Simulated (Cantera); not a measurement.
Charge: 1 mol C2H5OH, 0.24 mol O2, held at 1125 K.

Method: chemical equilibrium by Gibbs-energy minimisation in Cantera with the NASA 1993 tables (ideal gas, pure condensed phases). Candidate condensed phases: C, C6H6, C7H8, C8H18, H2O; 110 gas species. The ideal-gas law is rough above about 30 bar. Rates play no part.

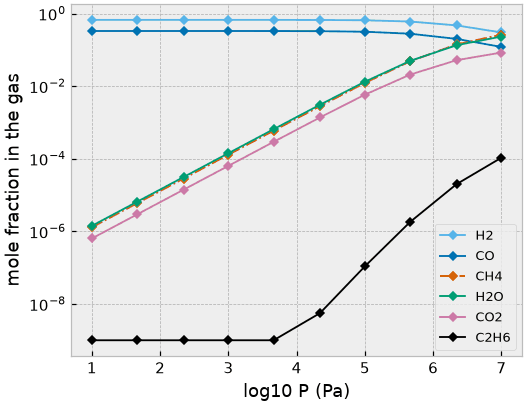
Figure. Equilibrium gas composition (values under 1e-9 drawn at 1e-9)

From 10.0 Pa to 100 bar the condensed part is C(graphite). The main C-bearing gas is CO at 10.0 Pa and CH4 at 100 bar.
